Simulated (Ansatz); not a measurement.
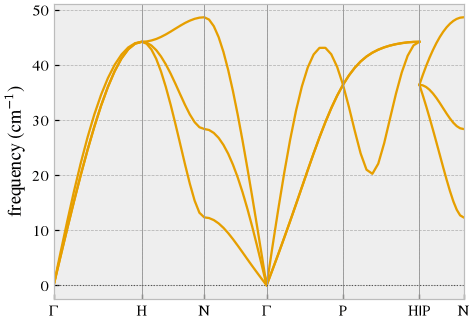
Figure. Phonon dispersion of Rb (bcc (W type), Im-3m), r²SCAN in the plane-wave PAW code Ansatz; imaginary frequencies are drawn negative

Question: Is this phase dynamically stable?

Answer: Yes, on this path no branch is imaginary.

Question: How high does the spectrum reach?

Answer: About 49 cm⁻¹ (1.5 THz).

Symmetry was held in the r²SCAN relaxation. As this level gives no gap, phonon frequencies hold no LO–TO term and depend on the k-mesh and smearing (Fermi–Dirac, 0.1 eV here).

Potentials: the later of the program's two PAW sets.
